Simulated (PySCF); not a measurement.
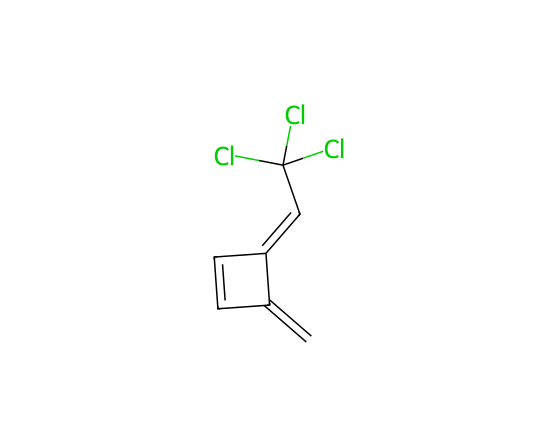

2D structure.

Transcribe the drawing into SMILES.

Answer. C=C1C=C/C1=C\C(Cl)(Cl)Cl

Give the formula, hydrogens included.

Answer. C7H5Cl3.

An optimisation with GFN2-xTB gave a structure of which point group?

Answer. Cs.

The parts below concern this one geometry. Atoms keep their numbers from picture to picture. Computed geometry: GFN2-xTB optimisation. No frequency run is at hand to confirm it as a minimum.

Shape

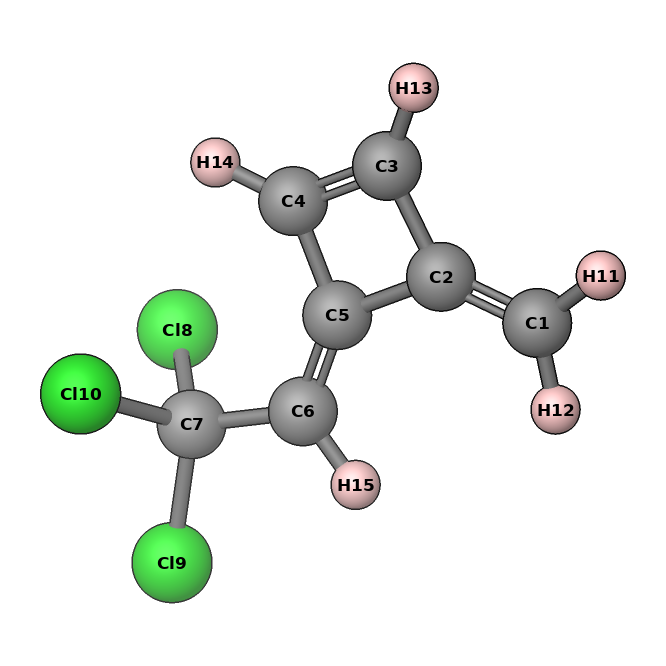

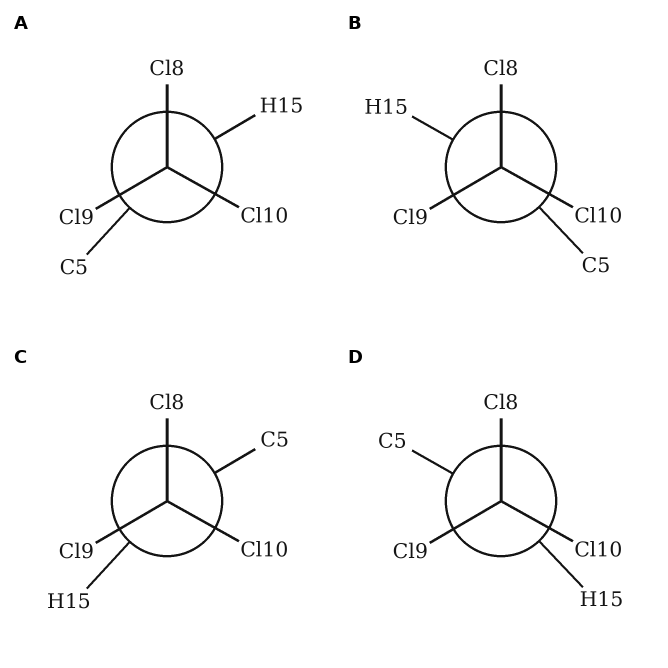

Distant atoms are faded towards the background colour. Bonds that would overlap in a projection are set slightly apart. No frequency run is at hand to confirm it as a minimum.

Which Newman projection shows the view along C7–C6, with C7 in front?

Answer. C. The torsion angle Cl8–C7–C6–C5 is 60°, synclinal (gauche).

Electronic properties

No frequency run is at hand to confirm it as a minimum. Method: PBE0/pcSseg-1, gas phase (PySCF 2.14.0).

What is the HOMO–LUMO gap?

Answer. 5.42 eV.

Estimate the HOMO energy (Kohn–Sham orbital).

Answer. −7.26 eV.

What is the dipole moment?

Answer. 2.84 D.

NMR shielding

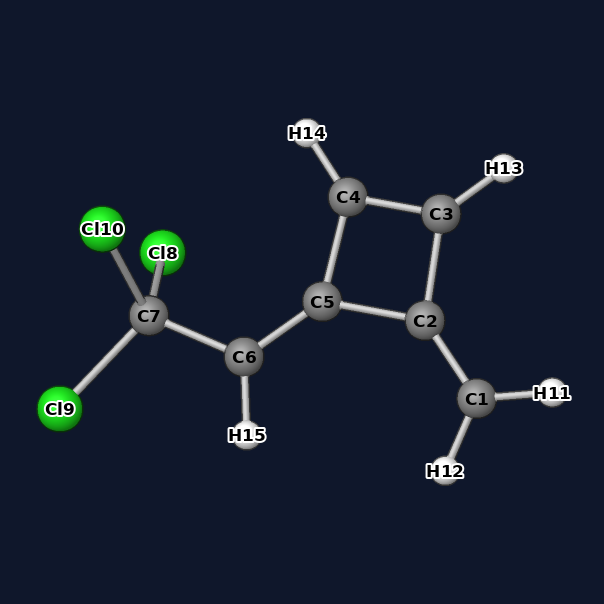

The questions are on isotropic NMR shieldings of the Cl atoms. No frequency run is at hand to confirm it as a minimum. Method: GIAO PBE0/pcSseg-1 NMR shielding, non-relativistic, gas phase (PySCF 2.14.0).

List the isotropic NMR shieldings of the Cl atoms.

| atom | σ (ppm) |
| --- | --- |
| Cl8 | 385.4 |
| Cl9 | 456.0 |
| Cl10 | 385.8 |

Bond orders

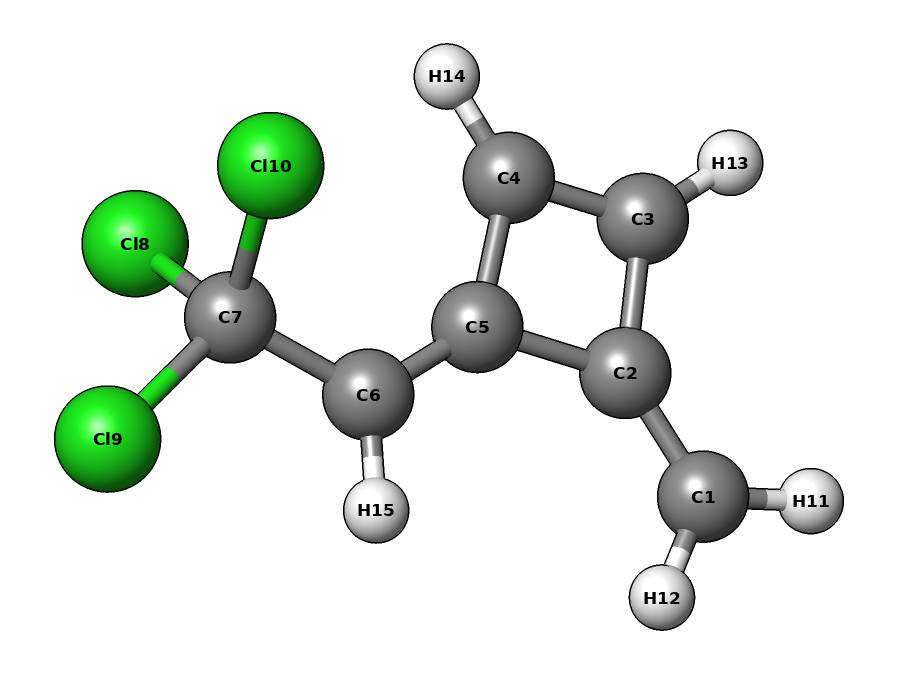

Every bond is drawn as one stick. No frequency run is at hand to confirm it as a minimum. Level of theory: PBE0/pcSseg-1 (PySCF 2.14.0).

List the Mayer bond orders of C1–C2, C1–H11, C1–H12, C2–C3, C2–C5, C3–C4, C3–H13, C4–C5, C4–H14, C5–C6, C6–C7, C6–H15, C7–Cl9, C7–Cl8 (one bond of each equivalent set).

| bond | Mayer order | length (Å) |
| --- | --- | --- |
| C1–C2 | 1.99 | 1.320 |
| C1–H11 | 0.91 | 1.077 |
| C1–H12 | 0.91 | 1.076 |
| C2–C3 | 1.01 | 1.474 |
| C2–C5 | 0.98 | 1.495 |
| C3–C4 | 1.61 | 1.353 |
| C3–H13 | 1.02 | 1.073 |
| C4–C5 | 1.04 | 1.469 |
| C4–H14 | 1.03 | 1.073 |
| C5–C6 | 1.76 | 1.329 |
| C6–C7 | 0.91 | 1.485 |
| C6–H15 | 0.92 | 1.079 |
| C7–Cl9 | 1.05 | 1.772 |
| C7–Cl8 | 1.04 | 1.792 |
